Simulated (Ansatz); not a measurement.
# O_Cl in Rb2BaCl4 (I-42d): charge-transition levels and formation energies

Wanted: the transition levels of a substitutional impurity in Rb2BaCl4 (I-42d), from a cell of 56 host atoms with 1 Cl taken out and 1 O put in.

Method: place-levels on PBEsol runs: charge-transition levels and formation energies with image-charge correction and potential alignment at the atomic sites, in Ansatz 0.2.0.

## (1) Set-up

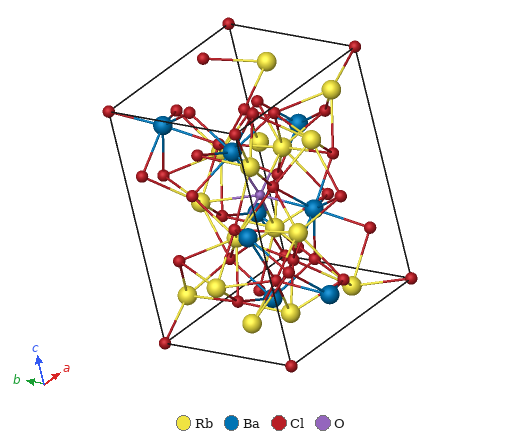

The starting structure, seen slightly off an axis (rubidium yellow, barium blue, chlorine red, oxygen purple). Bonds to atoms that aren't drawn are left out. Some periodic images of atoms are drawn too.

The cell holds 56 atoms: 16 Rb, 8 Ba, 31 Cl and 1 O. Cell: a = 13.398 Å, b = 13.398 Å, c = 13.299 Å, α = 60.2°, β = 60.2°, γ = 59.5°. It derives from Rb2BaCl4 (space group I-42d). Nearest the centre at fractional (0.324, 0.714, 0.606): O26 at 0.00 Å, Ba23 at 3.10 Å, Rb2 at 3.18 Å, Ba17 at 3.30 Å, Rb15 at 3.30 Å, Rb5 at 3.34 Å, Cl33 at 3.39 Å, Rb9 at 3.43 Å.

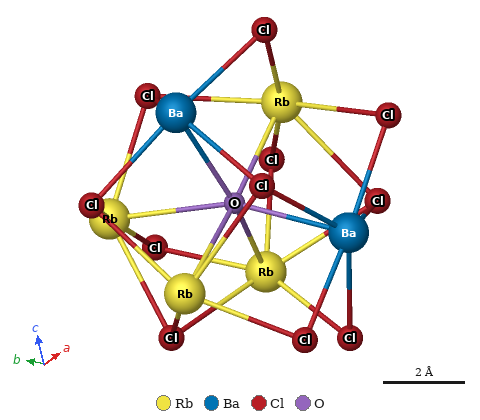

The atoms within 5 Å of the centre.

Known beforehand: the electronic dielectric constant, (2.91, 2.91, 2.87), and the static one, (7.56, 7.56, 9.13), from a response run on this crystal (DFPT, PBEsol) at that run's own cell.

The cell's shortest repeat is 13.3 Å.

## (2) Charge states

A transition level is the Fermi level at which two charge states cost the same, so each charge needs its own total energy, at its own relaxed structure.

Each atom starts 0.05 Å or so off its site in a random direction. Forces are taken at one point at (¼, ¼, ¼). The cell holds 1 electron more than the neutral one, with a uniform background that keeps it neutral on the whole.

The sampling was tested on the host first: at the k-points planned (1x1x1 shifted 0.25 0.25 0.25) its energy lies 0.001 eV an atom from the dense-mesh value, under the bound of 0.02 eV set for this test; that bounds the host's error, not the defect's.

One state's input; the others differ in charge, spin, start and seed, and in occupations where the table says so.

Input file qm1.relax/input.yaml:

```yaml
crystal:
  lattice:
    - [0.0, 9.4038899, 9.54330863]
    - [9.4038899, 0.0, 9.54330863]
    - [9.4038899, 9.4038899, 0.0]
  atoms:
    - { symbol: Rb, position: [0.24399043, 0.38100957, 0.50600957] }
    - { symbol: Rb, position: [0.49399043, 0.63100957, 0.75600957] }
[... 2 atom lines left out ...]
    - { symbol: Rb, position: [0.13100957, 0.99399043, 0.61899043] }
    - { symbol: Rb, position: [0.38100957, 0.24399043, 0.86899043] }
[... 2 atom lines left out ...]
    - { symbol: Rb, position: [0.11899043, 0.75600957, 0.49399043] }
[... 5 atom lines left out ...]
    - { symbol: Rb, position: [0.50600957, 0.86899043, 0.38100957] }
[... 1 atom line left out ...]
    - { symbol: Ba, position: [0.125, 0.625, 0.875] }
    - { symbol: Ba, position: [0.375, 0.875, 0.125] }
[... 4 atom lines left out ...]
    - { symbol: Ba, position: [0.5, 0.5, 0.5] }
[... 2 atom lines left out ...]
    - { symbol: Cl, position: [0.32425954, 0.71419225, 0.60583896] }
[... 2 atom lines left out ...]
    - { symbol: Cl, position: [0.21419225, 0.82425954, 0.85570924] }
[... 3 atom lines left out ...]
    - { symbol: Cl, position: [0.23083896, 0.48070924, 0.69925954] }
[... 3 atom lines left out ...]
    - { symbol: Cl, position: [0.23070924, 0.98083896, 0.33919225] }
[... 4 atom lines left out ...]
    - { symbol: Cl, position: [0.33919225, 0.44925954, 0.98083896] }
    - { symbol: Cl, position: [0.58919225, 0.69925954, 0.23083896] }
[... 3 atom lines left out ...]
    - { symbol: Cl, position: [0.69925954, 0.58919225, 0.48070924] }
    - { symbol: Cl, position: [0.94925954, 0.83919225, 0.73070924] }
[... 1 atom line left out ...]
    - { symbol: Cl, position: [0.35570924, 0.60583896, 0.32425954] }
    - { symbol: Cl, position: [0.60570924, 0.85583896, 0.57425954] }
[... 2 atom lines left out ...]
    - { symbol: Cl, position: [0.35583896, 0.10570924, 0.46419225] }
    - { symbol: Cl, position: [0.60583896, 0.35570924, 0.71419225] }
    - { symbol: Cl, position: [0.85583896, 0.60570924, 0.96419225] }
  supercell: [1, 1, 1]
  defects: [{ substitution: { at: 25, symbol: O } }]
total_charge: -1
basis:
  ecutwfc: 420
  xc_grid: 2
hamiltonian:
  xc: pbesol
kpoints:
  mp_grid: { grid: [1, 1, 1], shift: [0.25, 0.25, 0.25] }
scf:
  occupations: { method: fixed }
  max_iter: 60
output:
  forces: true
  charged_corrections: { epsilon: [2.91, 2.91, 2.87], static_epsilon: [7.56, 7.56, 9.13] }
relax:
  f_tol: 0.02
  max_steps: 80
  random_displacement: { amplitude: 0.05, seed: 3154 }
checkpoint:
  write: "../qm1.relax.run"
  compress: false
  write_wavefunctions: true
  write_every: 100000
```

On the command line:

```
> ansatz run input.yaml --threads 4 --pin off --max-ram 7536MiB --backend cpu --events-out ev --progress --plain --runs-dir out
```

Defect states can disperse in a cell of this size, so the energy is taken again at a 2×2×2 shifted mesh, on the relaxed structure.

The run of this state that the levels use, under PBEsol:

Input file qm1.point/input.yaml:

```yaml
crystal:
  checkpoint: "../qm1.relax.run"
  host: checkpoint
total_charge: -1
basis:
  ecutwfc: 420
  xc_grid: 2
hamiltonian:
  xc: pbesol
kpoints:
  mp_grid: { grid: [2, 2, 2], shift: [0.5, 0.5, 0.5] }
scf:
  occupations: { method: fermi_dirac, width: 0.01 }
  max_iter: 60
output:
  forces: true
  eigenvalues: true
  charged_corrections:
    epsilon: [2.91, 2.91, 2.87]
    static_epsilon: [7.56, 7.56, 9.13]
    defect_position: [0.32426, 0.714192, 0.605839]
  eigenstates: { localisation: true }
  populations: true
  band_densities: [{ bands: [v1, v1] }, { bands: [c1, c1] }]
  write_density: true
  write_potential: true
  volumetric_format: npy
checkpoint:
  read: "../qm1.relax.run"
  write: "../qm1.point.run"
  compress: false
  write_wavefunctions: false
  write_every: 100000
```

Relaxations under PBEsol at one point at (¼, ¼, ¼); times on 4 threads of Arm Neoverse V2, shared host:

```csv
charge,moment (μB),occupations,outcome,steps,largest displacement against the far atoms (Å),time
−1,0,fixed,converged,10,0.79,2.7 min
0,1,fixed,converged,9,0.94,6.5 min
```

Single points under PBEsol at a 2×2×2 shifted mesh; times on 4 threads of Arm Neoverse V2, shared host:

```csv
charge,moment (μB),occupations,outcome,time
−1,0,fermi-dirac,converged,2 min
0,1,fermi-dirac,converged,4.5 min
```

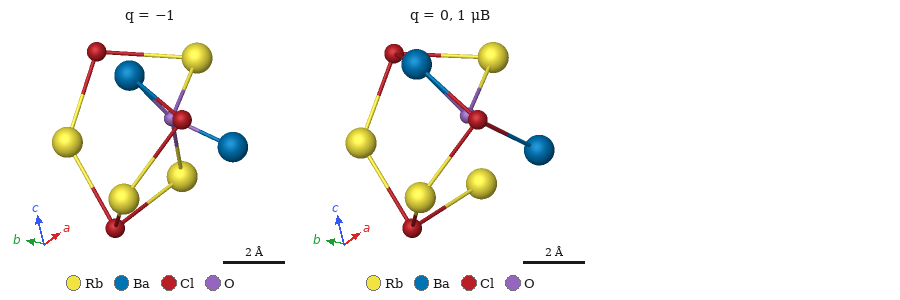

The structures near the centre after relaxation with PBEsol, by charge.

Distances (Å) from O26 to the nearest atoms after relaxation with PBEsol:

```csv
charge,moment (μB),1.,2.,3.,4.,5.,6.
−1,0,Ba 2.34,Ba 2.36,Rb 2.79,Cl 3.30,Rb 3.39,Cl 3.70
0,1,Cl 2.56,Ba 2.62,Ba 2.63,Rb 3.01,Rb 3.49,Cl 3.75
```

## (3) Placing the levels, PBEsol

A charged cell interacts with its images and the background, and its potential has another zero than the host's. place-levels removes the first by a point-charge model, screened by the static dielectric constant since the ions have relaxed around the charge, and the second by comparing potentials at atoms far from the defect.

The host is a run of the defect-free crystal in the same cutoffs, grids and k-points, so that basis and sampling errors cancel in part in the differences. Its band edges come from a run of the primitive cell that searches the zone for them. Chemical potentials are energies per atom of Cl (Cl2 molecule) and O (O2 molecule), run with the same functional and cutoff.

Input file levels.point.yaml:

```yaml
host:
  run: host.point.run
  levels_from: { run: edges.point.run }
states: [qm1.point.run, q0_M1.point.run]
geometry_from:
  qm1.point.run: qm1.relax.run
  q0_M1.point.run: q0_M1.relax.run
  host.point.run: host.relax.run
chemical_potentials:
  Cl:
    energy: -1060.711994
    dataset: "<sha256 of the dataset>"
  O:
    energy: -558.282649
    dataset: "<sha256 of the dataset>"
epsilon: [2.91, 2.91, 2.87]
static_epsilon: [7.56, 7.56, 9.13]
vertical:
  - { from: qm1.point.run, to: qm1.point_neutral.run }
```

On the command line:

```
> ansatz place-levels levels.point.yaml -- --threads 4 --pin off --max-ram 7536MiB
```

Numbers of over 12 decimals in the logs are rounded to 6 here.

The program printed:

```text
[... repeated set-up lines and file paths are left out, and long positions are rounded to six places ...]
(0/-1) 1.620 eV above the valence edge, 3.499 eV under the conduction edge
formation energy of charge 0: +2.592 eV with the Fermi level at the valence edge
formation energy of charge -1: +4.212 eV with the Fermi level at the valence edge
vertical -1 to 0: no energy, since no alignment is typed
  the change from vertical[0].from (qm1.point.run) to vertical[0].to (qm1.point_neutral.run): by its spins about the atoms it stands at 0.359 0.638 0.624, with an rms radius of about 3.5 Å (2.1 2.0 2.0 Å across the planes of the cell's vectors); [...]
  edges by pbesol of host.levels_from (edges.point.run), its mesh sampled to repeats of 32.74 Å (the valence edge +0.024 eV and the conduction edge -0.206 eV from those of the host's own run), gap 5.119 eV; the host is sampled to repeats of 26.60 Å
  the defect's cells are sampled to repeats of 26.60 Å, like sampling
  charge 0: +0.000 eV for its dipole among its images, +0.000 omitted
  charge -1: -131932.6751 eV with its correction of +0.263 eV, at epsilon [7.56, 7.56, 9.13], aligned at sites: -0.0457 eV, mean over 12 atomic sites at or beyond 6.65 Å from the defect at [0.3243, 0.7142, 0.6058], with +0.000000 for the charge's moments and [...]
  of states[1] (q0_M1.point.run): its displacements don't fall off away from the defect: farther atoms stand 0.035 Å off the host's places. [...]
  of states[0] (qm1.point.run): it parts from the run at its places by a charge that spreads by about 2.1 Å along one vector (1.9 Å or more is wide), by the spins about the atoms, where the cell does not tell a trapped carrier from a band state. [...]
  of vertical[0].from (qm1.point.run): its displacements don't fall off away from the defect: farther atoms stand 0.095 Å off the host's places. [...]
  vertical[0].to (qm1.point_neutral.run): levels filled in part (TS 0.006 eV): its energy is of no whole electron's
  of vertical[0].to (qm1.point_neutral.run): its displacements don't fall off away from the defect: farther atoms stand 0.095 Å off the host's places. [...]
```

The job ended after 0.17 s (4 threads of Arm Neoverse V2, shared host).

Under PBEsol the gap is 5.12 eV, (0/−1) 1.62 eV.

Levels between the charges placed, in eV above the valence top:

```csv
,gap (eV),(0/−1)
PBEsol,5.12,1.62
```

Corrections by state:

```csv
charge,moment (μB),image terms and alignment (eV),band filling (eV),ε used,"over the lowest of its charge, as the program ranks them, band filling apart (eV)"
0,1.0,0.000,-,-,0.000
−1,0.0,0.263,-,"principal values (7.56, 7.56, 9.13)",0.000
```

The charged structures listed were also run neutral, and place-levels reads from each pair, by the potential or the spins, how wide the charge is by which they differ; that can be the carrier of either run.

```csv
charge,rms radius (Å),spread where it is widest against the cell (Å),wide from (Å),reading
−1,3.5,2.07,1.89,wide
```

The neutral runs of these pairs need not share the spin of the lowest neutral state, and very wide values only mean spread over the cell.

From the program's caveats on the states, each cut to its opening words:

- charge 0 (1 μB): its displacements don't fall off away from the defect: farther atoms stand 0.035 Å off the host's places
- charge 0 (1 μB): flagged: stability check not made
- charge −1: it parts from the run at its places by a charge that spreads by about 2.1 Å along one vector (1.9 Å or more is wide), by the spins about the atoms, where the [...]
- charge −1: its displacements don't fall off away from the defect: farther atoms stand 0.095 Å off the host's places

Chemical potentials of the elements' reference phases, run alike. Formation energy by charge state (elemental references; gap 5.12 eV):

```csv
charge,at valence top (eV),at conduction bottom (eV),correction included (eV)
0,2.59,2.59,0.00
−1,4.21,-0.91,0.26
```

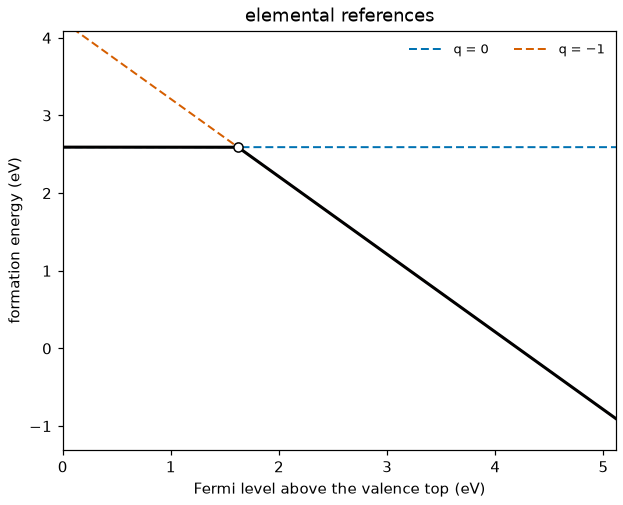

Formation energy against Fermi level; the thick line follows the lowest charge state and circles mark the transition levels.

The charge transition levels (eV, zero at the valence-band top of the host):

```csv
,conduction bottom,valence top
O_Cl,5.12,0.00
```

```csv
,level,energy (eV)
O_Cl,(0/−1),1.62
```

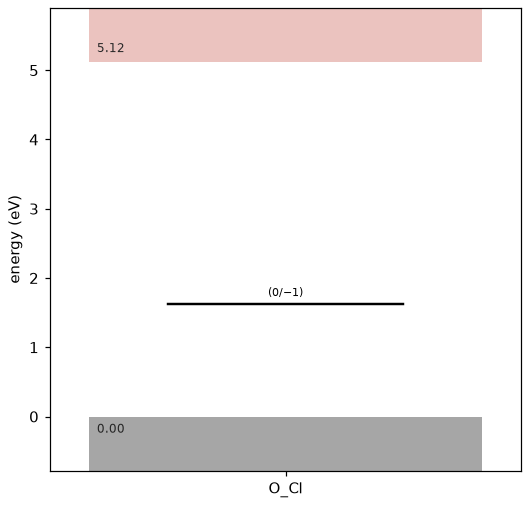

Charge transition levels. Shaded: valence and conduction bands.

## (4) The same at the relaxations' own k-points

The relaxations' own energies give the levels at their sampling, for comparison.

Input file levels.relax_mesh.yaml:

```yaml
host:
  run: host.relax.run
  levels_from: { run: edges.relax.run }
states: [qm1.relax.run, q0_M1.relax.run]
chemical_potentials:
  Cl:
    energy: -1060.711994
    dataset: "<sha256 of the dataset>"
  O:
    energy: -558.282649
    dataset: "<sha256 of the dataset>"
```

On the command line:

```
> ansatz place-levels levels.relax_mesh.yaml -- --threads 4 --pin off --max-ram 7536MiB
```

The program printed:

```text
(0/-1) 1.620 eV above the valence edge, 3.500 eV under the conduction edge
formation energy of charge 0: +2.590 eV with the Fermi level at the valence edge
formation energy of charge -1: +4.210 eV with the Fermi level at the valence edge
  edges by pbesol of host.levels_from (edges.relax.run), its mesh sampled to repeats of 32.74 Å (the valence edge +0.023 eV and the conduction edge -0.206 eV from those of the host's own run), gap 5.119 eV; the host is sampled to repeats of 13.30 Å
[... the lines on each state left out ...]
```

It took 0.07 s on 4 threads.

Levels between neighbouring charges, in eV above the valence top:

```csv
,gap (eV),(0/−1)
"one point at (¼, ¼, ¼)",5.12,1.62
a 2×2×2 shifted mesh,5.12,1.62
```

Going from one point at (¼, ¼, ¼) to a 2×2×2 shifted mesh moves the levels that carry no band-filling term by up to 0.00 eV and formation energies against the elements by up to 0.00 eV.

## (5) Placing the levels, r2SCAN

r2SCAN on the same structure is run to see how far the result rests on the functional, though not on the errors that semilocal functionals share; the sampling changes too, to one point at (¼, ¼, ¼), so differences hold both changes.

Input file qm1.r2scan/input.yaml:

```yaml
crystal:
  checkpoint: "../qm1.relax.run"
  host: checkpoint
total_charge: -1
basis:
  ecutwfc: 500
  xc_grid: 2
hamiltonian:
  xc: r2scan
kpoints:
  mp_grid: { grid: [1, 1, 1], shift: [0.25, 0.25, 0.25] }
scf:
  occupations: { method: fermi_dirac, width: 0.01 }
  max_iter: 60
output:
  forces: true
  eigenvalues: true
  charged_corrections:
    epsilon: [2.91, 2.91, 2.87]
    static_epsilon: [7.56, 7.56, 9.13]
    defect_position: [0.32426, 0.714192, 0.605839]
checkpoint:
  write: "../qm1.r2scan.run"
  compress: false
  write_wavefunctions: false
  write_every: 100000
```

The job ended after 46 s (4 threads; peak memory 3.7 GiB; 3 min of CPU time).

Input file levels.r2scan.yaml:

```yaml
host:
  run: host.r2scan.run
  levels_from: { run: edges.r2scan.run }
states: [qm1.r2scan.run, q0_M1.r2scan.run]
geometry_from:
  qm1.r2scan.run: qm1.relax.run
  q0_M1.r2scan.run: q0_M1.relax.run
  host.r2scan.run: host.relax.run
chemical_potentials:
  Cl:
    energy: -1083.517615
    dataset: "<sha256 of the dataset>"
  O:
    energy: -565.983079
    dataset: "<sha256 of the dataset>"
```

On the command line:

```
> ansatz place-levels levels.r2scan.yaml -- --threads 4 --pin off --max-ram 7536MiB
```

The program printed:

```text
(0/-1) 2.238 eV above the valence edge, 3.798 eV under the conduction edge
formation energy of charge 0: +2.645 eV with the Fermi level at the valence edge
formation energy of charge -1: +4.883 eV with the Fermi level at the valence edge
  edges by r2scan of host.levels_from (edges.r2scan.run), its mesh sampled to repeats of 32.74 Å (the valence edge +0.023 eV and the conduction edge -0.198 eV from those of the host's own run), gap 6.036 eV; the host is sampled to repeats of 13.30 Å
[... the lines on each state left out ...]
```

Wall time 0.11 s (4 threads).

Under r2SCAN the gap is 6.04 eV, (0/−1) 2.24 eV.

## (6) The ladder

Levels between neighbouring charges, in eV above each run's own valence top:

```csv
,gap (eV),(0/−1),CPU time a state at this stage (restarts are quicker than cold starts)
"PBEsol, 2×2×2 shifted mesh",5.12,1.62,13 min
"r2SCAN on PBEsol structures, (¼, ¼, ¼)",6.04,2.24,5.8 min
```

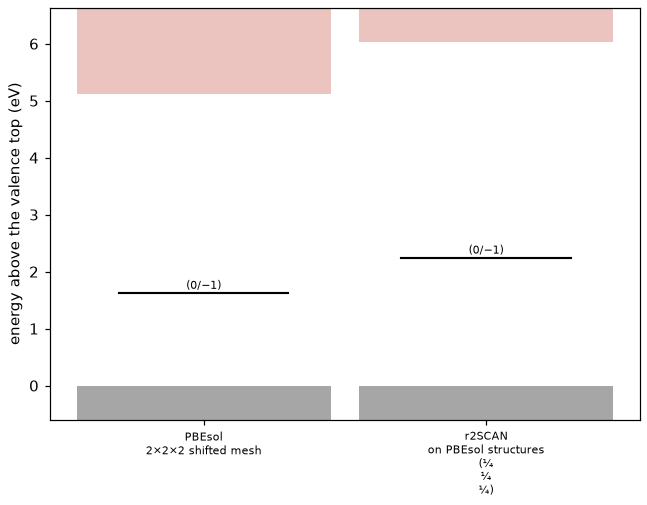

Levels between stable charges at each rung, each against its own band edges (shaded).

## (7) Summary of results

* gap of the host: 5.12 eV (PBEsol)
* level (0/minus 1): 1.62 eV above the valence top
* lowest of the charges placed, just above the valence top (0.02 eV): 0
* lowest of the charges placed, just below the conduction bottom (0.02 eV): −1
* lowest formation energy at mid-gap of the charges run, elemental references: 1.65 eV

What this shows: Of the charges placed (−1 and 0), the lowest changes at 1.62 eV (0/−1) above the valence top, in a gap of 5.12 eV. Charges above 0 and below −1 were not placed, so these runs say nothing of levels that involve them. States placed: 0 at 1 μB; −1 at 0 μB. Other spin states or structures, where not listed, weren't placed. At charge 0 the atom put in ends up to 0.9 Å from its starting place, so the name tells the start alone and the levels can join different sites. O is taken at its element; compounds, which aren't counted here, bound the chemical potentials and would shift these formation energies. Going from one point at (¼, ¼, ¼) to a 2×2×2 shifted mesh moves the levels that carry no band-filling term by up to 0.00 eV and formation energies against the elements by up to 0.00 eV. What this leaves open: PBEsol makes the gap too small and tends to spread out bound carriers; where a gas molecule sets a chemical potential or the host's formation energy, its binding is uncorrected; spin–orbit coupling, which can matter with heavy atoms, is left out.

[Logs are printed without paths, hosts, clocks, repeated set-up lines and the standing remarks that a program may print on its own settings, such as how far it seeks lower states.]

[Hosts, paths, dates, database ids (printed as entryN), source tags and the programs' standing remarks are cut or masked in the printed files.]

[Where a table of states has a column of steps, it counts the stored structures, which are thinned; the runs took as many ionic steps or more.]

[A defect's name tells the site on which it was built; relaxed atoms can leave that site.]

[For some hosts the program warned that the k-mesh of the response run may be too coarse for force constants and the static dielectric constant; such warnings are not shown here.]
